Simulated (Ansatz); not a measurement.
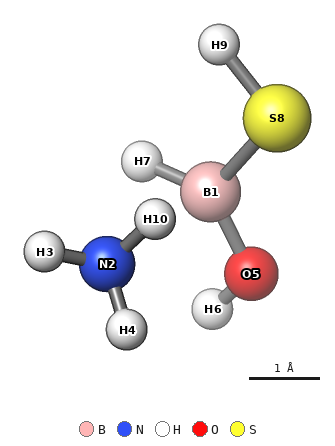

**Figure 1.** The input geometry (ball-and-stick view, seen at a tilt; atoms are numbered from 1 in the order of the input).

# Run report: BNH6SO, geometry relaxation (part 1 of 2)

BNH6SO, computed with RKS PBE0-D4/6-31G* (Ansatz 0.2.0).

It belongs to a series of runs on one base structure; here: end point B relaxed. Figures and captions count atoms from 1; the log counts them from 0 in places.

## Output
```
The last accepted step is kept in [file] (removed where the run ends without a failure and the disk answers)
Engine: ansatz 0.2.0, aarch64-unknown-linux-gnu
Functional definition: PBE0
  parameter a = 0.25
  parameter kappa = 0.804
  parameter beta = 0.06672455060314922
  exchange = (1 - a)*pbe_x(kappa = kappa, mu = beta*pi^2/3) + a*exact_x
  correlation = pbe_c(beta = beta)
837 factors; integrals over basis functions are off by at most 6.5e-4 eV
mean field evaluation 1: about -15132.1651 eV, gradient 6.0e1 eV
mean field evaluation 2: about -15126.4615 eV, gradient 8.0e1 eV
mean field evaluation 4: about -15138.7547 eV, gradient 3.0e0 eV
mean field evaluation 8: about -15138.7877 eV, gradient 1.0e-1 eV
mean field evaluation 16: about -15138.7877 eV, gradient 6.2e-5 eV
mean field -15138.78774116 eV, -556.3401880489 hartree, gradient 6.2e-5 eV, S^2 0.000000; 0 other end points of the search recorded, 0 dependent functions left out
the calculation of the forces begins
reference -15138.78776304 eV, -556.3401888528 hartree; 21, 21 occupied and 55, 55 virtual orbitals, 837 factors
relax step   1: F+E_penalty+E_count = -15138.92518105 eV  Δ(F+E_penalty+E_count) = +0.000e0 eV  max|allowed force component| = 7.920e-1 eV/Å  Δτ_max = 0.0000 Å  (25 SCF iters, accepted)
these checks for a lower state are left out or cut short: starts, cluster_reference, orbital_swaps, neighbouring_geometries, increment
837 factors; integrals over basis functions are off by at most 6.5e-4 eV
mean field -15138.81357769 eV, -556.3411375236 hartree, gradient 1.4e-5 eV, S^2 0.000000; 0 other end points of the search recorded, 0 dependent functions left out
[... from here on the field's lines of each further geometry are left out, up to the last ...]
relax step   2: F+E_penalty+E_count = -15138.94995093 eV  Δ(F+E_penalty+E_count) = -2.477e-2 eV  max|allowed force component| = 9.184e-1 eV/Å  Δτ_max = 0.1923 Å  (27 SCF iters, accepted)
relax step   3: F+E_penalty+E_count = -15138.96227176 eV  Δ(F+E_penalty+E_count) = -1.232e-2 eV  max|allowed force component| = 5.259e-1 eV/Å  Δτ_max = 0.1645 Å  (28 SCF iters, accepted)
relax step   4: F+E_penalty+E_count = -15138.96990131 eV  Δ(F+E_penalty+E_count) = -7.630e-3 eV  max|allowed force component| = 6.437e-1 eV/Å  Δτ_max = 0.1561 Å  (28 SCF iters, accepted)
relax step   5: F+E_penalty+E_count = -15138.99371976 eV  Δ(F+E_penalty+E_count) = -2.382e-2 eV  max|allowed force component| = 2.380e-1 eV/Å  Δτ_max = 0.0536 Å  (28 SCF iters, accepted)
relax step   6: F+E_penalty+E_count = -15139.05520917 eV  Δ(F+E_penalty+E_count) = -6.149e-2 eV  max|allowed force component| = 3.578e-1 eV/Å  Δτ_max = 0.1936 Å  (27 SCF iters, accepted)
relax step   7: F+E_penalty+E_count = -15139.16883788 eV  Δ(F+E_penalty+E_count) = -1.136e-1 eV  max|allowed force component| = 8.578e-1 eV/Å  Δτ_max = 0.1945 Å  (27 SCF iters, accepted)
relax step   8: F+E_penalty+E_count = -15139.22419357 eV  Δ(F+E_penalty+E_count) = -5.536e-2 eV  max|allowed force component| = 4.816e-1 eV/Å  Δτ_max = 0.0650 Å  (28 SCF iters, accepted)
relax step   9: F+E_penalty+E_count = -15139.18471406 eV  Δ(F+E_penalty+E_count) = +3.948e-2 eV  max|allowed force component| = 1.703e0 eV/Å  Δτ_max = 0.1950 Å  (28 SCF iters, rejected (line search))
relax step  10: F+E_penalty+E_count = -15139.27011374 eV  Δ(F+E_penalty+E_count) = -4.592e-2 eV  max|allowed force component| = 4.586e-1 eV/Å  Δτ_max = 0.0965 Å  (27 SCF iters, accepted)
relax step  11: F+E_penalty+E_count = -15139.29889472 eV  Δ(F+E_penalty+E_count) = -2.878e-2 eV  max|allowed force component| = 7.336e-1 eV/Å  Δτ_max = 0.0975 Å  (29 SCF iters, accepted)
relax step  12: F+E_penalty+E_count = -15139.32297047 eV  Δ(F+E_penalty+E_count) = -2.408e-2 eV  max|allowed force component| = 4.953e-1 eV/Å  Δτ_max = 0.1497 Å  (28 SCF iters, accepted)
relax step  13: F+E_penalty+E_count = -15139.25587235 eV  Δ(F+E_penalty+E_count) = +6.710e-2 eV  max|allowed force component| = 6.739e-1 eV/Å  Δτ_max = 0.1999 Å  (28 SCF iters, rejected (line search))
relax step  14: F+E_penalty+E_count = -15139.34499400 eV  Δ(F+E_penalty+E_count) = -2.202e-2 eV  max|allowed force component| = 2.913e-1 eV/Å  Δτ_max = 0.0999 Å  (27 SCF iters, accepted)
relax step  15: F+E_penalty+E_count = -15139.35493140 eV  Δ(F+E_penalty+E_count) = -9.937e-3 eV  max|allowed force component| = 7.806e-1 eV/Å  Δτ_max = 0.0968 Å  (29 SCF iters, accepted)
relax step  16: F+E_penalty+E_count = -15139.38779562 eV  Δ(F+E_penalty+E_count) = -3.286e-2 eV  max|allowed force component| = 2.878e-1 eV/Å  Δτ_max = 0.1500 Å  (28 SCF iters, accepted)
relax step  17: F+E_penalty+E_count = -15139.42002298 eV  Δ(F+E_penalty+E_count) = -3.223e-2 eV  max|allowed force component| = 2.212e-1 eV/Å  Δτ_max = 0.2000 Å  (28 SCF iters, accepted)
relax step  18: F+E_penalty+E_count = -15139.44470893 eV  Δ(F+E_penalty+E_count) = -2.469e-2 eV  max|allowed force component| = 3.198e-1 eV/Å  Δτ_max = 0.2000 Å  (27 SCF iters, accepted)
relax step  19: F+E_penalty+E_count = -15139.45638899 eV  Δ(F+E_penalty+E_count) = -1.168e-2 eV  max|allowed force component| = 7.849e-2 eV/Å  Δτ_max = 0.1329 Å  (27 SCF iters, accepted)
relax step  20: F+E_penalty+E_count = -15139.44926484 eV  Δ(F+E_penalty+E_count) = +7.124e-3 eV  max|allowed force component| = 5.276e-1 eV/Å  Δτ_max = 0.1232 Å  (27 SCF iters, rejected (line search))
relax step  21: F+E_penalty+E_count = -15139.45887626 eV  Δ(F+E_penalty+E_count) = -2.487e-3 eV  max|allowed force component| = 4.725e-2 eV/Å  Δτ_max = 0.0517 Å  (27 SCF iters, accepted)
relax step  22: F+E_penalty+E_count = -15139.45891471 eV  Δ(F+E_penalty+E_count) = -3.844e-5 eV  max|allowed force component| = 4.121e-2 eV/Å  Δτ_max = 0.0108 Å  (22 SCF iters, accepted)
relax step  23: F+E_penalty+E_count = -15139.45833883 eV  Δ(F+E_penalty+E_count) = +5.759e-4 eV  max|allowed force component| = 8.811e-2 eV/Å  Δτ_max = 0.0244 Å  (28 SCF iters, rejected (line search))
the calculation of the forces begins
reference -15139.30833654 eV, -556.3593195763 hartree; 21, 21 occupied and 55, 55 virtual orbitals, 837 factors
relax step  24: F+E_penalty+E_count = -15139.45920922 eV  Δ(F+E_penalty+E_count) = -2.945e-4 eV  max|allowed force component| = 1.027e-2 eV/Å  Δτ_max = 0.0117 Å  (23 SCF iters, accepted)
837 factors; integrals over basis functions are off by at most 1.2e-3 eV
mean field evaluation 192: about -15139.3083 eV, gradient 4.7e-5 eV
```

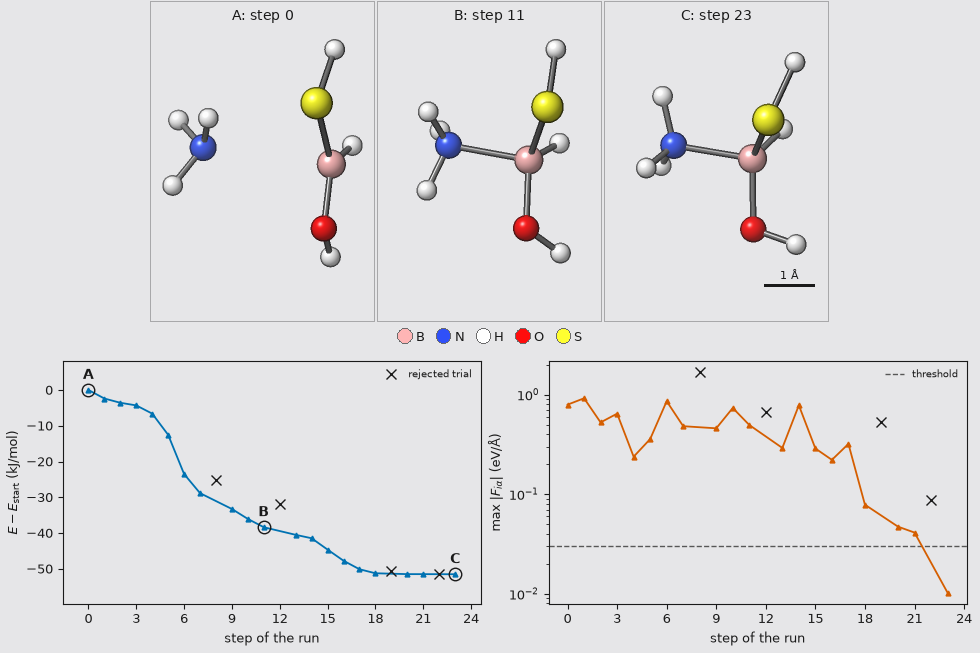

**Figure 2.** Frames of the relaxation (ball-and-stick view, seen at a tilt) above the curves, on which the letters mark them (the first geometry is step 0 here and step 1 in the log).

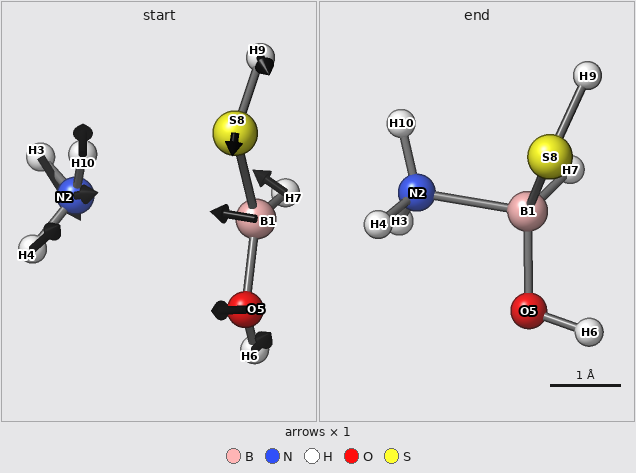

**Figure 3.** Before (left) and after (right) the relaxation, at one scale (ball-and-stick view, seen at a tilt). The black arrows give the displacements, at true length. After 23 geometry steps the energy has fallen by 51.5 kJ/mol. Largest force component: 0.79 eV/Å at the start, 0.01 eV/Å at the end. The line search rejected the trial steps at points 8, 12, 19, 22 (counted from 0) and went back. H3 moves most after the best rigid fit: 1.09 Å. Largest moves by element: H 1.09 Å, O 0.81 Å, B 0.74 Å, N 0.40 Å, S 0.34 Å. Among the contacts that change: B1–N2 2.743 → 1.641 Å, B1–O5 1.352 → 1.427 Å, B1–S8 1.870 → 1.934 Å, B1–H7 1.196 → 1.218 Å. New bonds form: B1–N2 (2.74 → 1.64 Å). Among the angles that change: H7–B1–S8 119.9° → 111.1°, O5–B1–H7 124.4° → 119.7°, H3–N2–H10 107.0° → 109.6°. (Atoms are counted from 1 in the order of the input.)

```
mean field -15139.30831504 eV, -556.3593187862 hartree, gradient 1.1e-5 eV, S^2 0.000000; 1 other end points of the search recorded, 0 dependent functions left out
the calculation of the forces begins
reference -15139.30833654 eV, -556.3593195763 hartree; 21, 21 occupied and 55, 55 virtual orbitals, 837 factors
Total energy: -15139.45923072 eV, -556.3648648350 hartree
Atom 0 at    -0.125665     0.311359     0.279710 Å, force    -0.000607     0.004541    -0.000033 eV/Å
Atom 1 at    -0.010289     0.177925     1.911549 Å, force    -0.000302     0.006778     0.004718 eV/Å
Atom 2 at    -0.087978    -0.799488     2.193896 Å, force     0.002905     0.000658     0.003140 eV/Å
Atom 3 at     0.908171     0.520575     2.196386 Å, force    -0.010273    -0.002539    -0.001942 eV/Å
Atom 4 at     1.002447    -0.465957    -0.118052 Å, force    -0.005645     0.001174     0.000309 eV/Å
Atom 5 at     1.128768    -0.384665    -1.069184 Å, force     0.002535    -0.003463    -0.001048 eV/Å
Atom 6 at    -1.248924    -0.069943     0.002964 Å, force     0.007850     0.003650     0.001631 eV/Å
Atom 7 at     0.083976     2.195146    -0.106949 Å, force    -0.003997    -0.006178    -0.001049 eV/Å
Atom 8 at    -1.217691     2.509363    -0.239083 Å, force     0.000079     0.004972    -0.000430 eV/Å
Atom 9 at    -0.720518     0.727987     2.389664 Å, force     0.007453    -0.009594    -0.005295 eV/Å
Dipole moment:    -0.208502    -0.401778     0.887040 e Å
```

## Trajectory as extended XYZ (Å, eV, eV/Å), 24 frames, from step=1 to step=24
```
10
Properties=species:S:1:pos:R:3:forces:R:3 step=1 energy=-15138.92518
B    -0.0254    0.5481   -0.4315   -0.1243   0.5760   0.2465
N    -0.0441   -0.0656    2.2422   -0.1000   0.7093  -0.1138
H    -0.7197   -0.3697    2.9401    0.0217   0.0064  -0.0329
H     0.8783   -0.2693    2.6176    0.0166   0.0116   0.0026
O     1.2461    0.1397   -0.6418    0.0543   0.0056   0.0120
H     1.2776   -0.8076   -0.8170   -0.0058  -0.0173  -0.0028
H    -0.9927   -0.1296   -0.6211    0.0017   0.0092  -0.0048
S    -0.2248    2.3597   -0.0147    0.0450  -0.5009  -0.2798
H    -1.5700    2.3502   -0.0163    0.0127  -0.0077   0.0061
H    -0.1129    0.9665    2.1833    0.0782  -0.7920   0.1669
10
Properties=species:S:1:pos:R:3:forces:R:3 step=2 energy=-15138.94995
B    -0.0339    0.5621   -0.4242   -0.1214   0.4749   0.1403
N    -0.0332   -0.0325    2.2382   -0.1058   0.6824   0.2780
H    -0.7138   -0.4449    2.8832    0.1551   0.1567  -0.2049
H     0.8849   -0.3168    2.5808   -0.0933   0.0666  -0.0912
O     1.2370    0.1446   -0.6272    0.1277  -0.0966  -0.0011
H     1.2657   -0.8082   -0.7748   -0.0105   0.0394   0.0067
H    -1.0015   -0.1174   -0.6051   -0.0058  -0.0331   0.0526
S    -0.2340    2.3844   -0.1293   -0.0313  -0.3985  -0.0822
H    -1.5788    2.3535   -0.0709    0.0463   0.0265  -0.0086
H    -0.0801    0.9974    2.3702    0.0391  -0.9184  -0.0896
10
Properties=species:S:1:pos:R:3:forces:R:3 step=3 energy=-15138.96227
B    -0.0200    0.5830   -0.3844   -0.3210  -0.1195   0.1453
N    -0.0560   -0.0413    2.2054    0.0666   0.4515   0.1928
H    -0.7137   -0.4600    2.8651    0.0872   0.0672  -0.1503
H     0.8748   -0.3378    2.4976   -0.0990   0.0484  -0.0332
O     1.2451    0.1611   -0.6363    0.0574  -0.0045   0.0215
H     1.2684   -0.7969   -0.7437   -0.0186   0.0272   0.0208
H    -0.9883   -0.1313   -0.4417    0.1603   0.1467  -0.1247
S    -0.2324    2.3970   -0.1674    0.0201  -0.0799  -0.0542
H    -1.5763    2.3725   -0.1130    0.0276  -0.0114   0.0246
H    -0.0894    0.9761    2.3593    0.0195  -0.5259  -0.0428
10
Properties=species:S:1:pos:R:3:forces:R:3 step=4 energy=-15138.96990
B    -0.0396    0.5752   -0.3709   -0.1465  -0.1906   0.3642
N    -0.0083    0.0084    2.1687   -0.2566   0.3199   0.4961
H    -0.7240   -0.4956    2.7134    0.3953   0.3233  -0.2888
H     0.8971   -0.3239    2.5020   -0.1176   0.0022  -0.0855
O     1.2308    0.1439   -0.5866    0.0582  -0.0111  -0.1351
H     1.2490   -0.8139   -0.6950   -0.0117   0.0332   0.0226
H    -1.0104   -0.1316   -0.4581    0.1186   0.1077  -0.1088
S    -0.2409    2.3867   -0.1690   -0.0128   0.0599  -0.0814
H    -1.5844    2.3724   -0.1155    0.0105  -0.0006   0.0070
H    -0.0569    1.0005    2.4519   -0.0374  -0.6437  -0.1903
10
Properties=species:S:1:pos:R:3:forces:R:3 step=5 energy=-15138.99372
B    -0.0338    0.5615   -0.3239   -0.2085  -0.1434   0.2380
N    -0.0166    0.0339    2.1408   -0.0437   0.1301   0.1885
H    -0.7241   -0.4824    2.6668    0.1173   0.0861  -0.1255
H     0.8894   -0.3132    2.4500   -0.0388  -0.0179  -0.0628
O     1.2316    0.1377   -0.5842    0.1450  -0.0468  -0.0274
H     1.2527   -0.8206   -0.6843   -0.0110   0.0235  -0.0099
H    -1.0044   -0.1384   -0.4347    0.0652   0.0545  -0.0481
S    -0.2382    2.3782   -0.1565   -0.0073   0.1035  -0.0562
H    -1.5811    2.3616   -0.0915    0.0059  -0.0003   0.0121
H    -0.0633    1.0041    2.4584   -0.0243  -0.1893  -0.1087
10
Properties=species:S:1:pos:R:3:forces:R:3 step=6 energy=-15139.05521
B    -0.0290    0.5271   -0.1586   -0.2830  -0.2760   0.3380
N    -0.0133    0.0903    2.0059    0.1522   0.1140   0.0283
H    -0.7254   -0.4609    2.4744   -0.1671  -0.1057  -0.0851
H     0.8857   -0.2849    2.3000    0.0537   0.0069  -0.1033
O     1.2295    0.1150   -0.5017    0.3578  -0.1027  -0.0153
H     1.2507   -0.8425   -0.6055   -0.0098   0.0268  -0.0620
H    -0.9996   -0.1566   -0.3302   -0.0770  -0.0117  -0.0792
S    -0.2381    2.3624   -0.1153   -0.0357   0.2318  -0.0251
H    -1.5793    2.3435   -0.0186   -0.0004   0.0217   0.0065
H    -0.0689    1.0289    2.3904    0.0094   0.0947  -0.0027
10
Properties=species:S:1:pos:R:3:forces:R:3 step=7 energy=-15139.16884
B    -0.0269    0.4794   -0.0136   -0.3861  -0.1661   0.8578
N    -0.0095    0.1640    1.8902    0.0301  -0.0270   0.1846
H    -0.7397   -0.4317    2.2826   -0.0280   0.0584  -0.1602
H     0.8839   -0.2546    2.1495    0.0237   0.0717  -0.1011
O     1.2370    0.0841   -0.4057    0.5296  -0.2796  -0.1650
H     1.2523   -0.8664   -0.5680   -0.0013   0.1126  -0.0996
H    -0.9976   -0.1890   -0.2565   -0.1138  -0.0377  -0.1900
S    -0.2412    2.3387   -0.0495   -0.0599   0.3392  -0.1964
H    -1.5824    2.3280    0.0507   -0.0148   0.0264   0.0039
H    -0.0636    1.0697    2.3612    0.0204  -0.0980  -0.1340
10
Properties=species:S:1:pos:R:3:forces:R:3 step=8 energy=-15139.22419
B    -0.0265    0.4664    0.0500   -0.1962  -0.0221   0.4816
N    -0.0013    0.1599    1.9029   -0.0532   0.0655  -0.1601
H    -0.7389   -0.4430    2.2693    0.0282   0.0796  -0.1196
H     0.8954   -0.2548    2.1552    0.0045   0.0485  -0.1010
O     1.2460    0.0752   -0.3669    0.2623  -0.4051  -0.0789
H     1.2403   -0.8570   -0.6289   -0.0145   0.3202   0.0123
H    -0.9981   -0.1858   -0.2536   -0.0252  -0.0314  -0.0099
S    -0.2488    2.3484   -0.0773    0.0060  -0.0246   0.0154
H    -1.5906    2.3486    0.0193   -0.0154   0.0080   0.0138
H    -0.0652    1.0643    2.3709    0.0036  -0.0385  -0.0536
10
Properties=species:S:1:pos:R:3:forces:R:3 step=9 energy=-15139.18471 accepted=F
B    -0.0196    0.4128    0.2374   -0.2697   0.3206  -1.4475
N    -0.0031    0.2014    1.8166   -0.0388  -0.3085   1.0137
H    -0.7509   -0.4159    2.1287    0.0520   0.0235   0.1236
H     0.8994   -0.2193    2.0379    0.0413  -0.0090   0.0890
O     1.2748    0.0312   -0.2296    0.0427  -1.7026  -0.6638
H     1.2242   -0.8462   -0.7056    0.0269   1.6169   0.7295
H    -0.9898   -0.2166   -0.1653    0.1716   0.0532   0.0042
S    -0.2504    2.3297   -0.0299   -0.0111  -0.1404   0.0050
H    -1.5940    2.3499    0.0537   -0.0175   0.0142   0.0225
H    -0.0782    1.0953    2.2969    0.0025   0.1321   0.1239
10
Properties=species:S:1:pos:R:3:forces:R:3 step=10 energy=-15139.27011
B    -0.0317    0.4467    0.1000    0.0090  -0.0701   0.4586
N    -0.0063    0.1780    1.8685   -0.1701   0.1912  -0.0323
H    -0.7353   -0.4452    2.2130   -0.0010   0.0235  -0.0364
H     0.9003   -0.2193    2.1161   -0.0147   0.0438  -0.1402
O     1.2621    0.0426   -0.2776    0.1831  -0.1702  -0.1847
H     1.2310   -0.8348   -0.6710    0.0079   0.0486  -0.0721
H    -0.9984   -0.2037   -0.2353    0.0344  -0.0346  -0.0349
S    -0.2414    2.3284   -0.1223   -0.1565  -0.0370   0.1109
H    -1.5735    2.3550    0.1011    0.0992   0.0413  -0.0381
H    -0.0944    1.0747    2.3485    0.0088  -0.0364  -0.0309
```
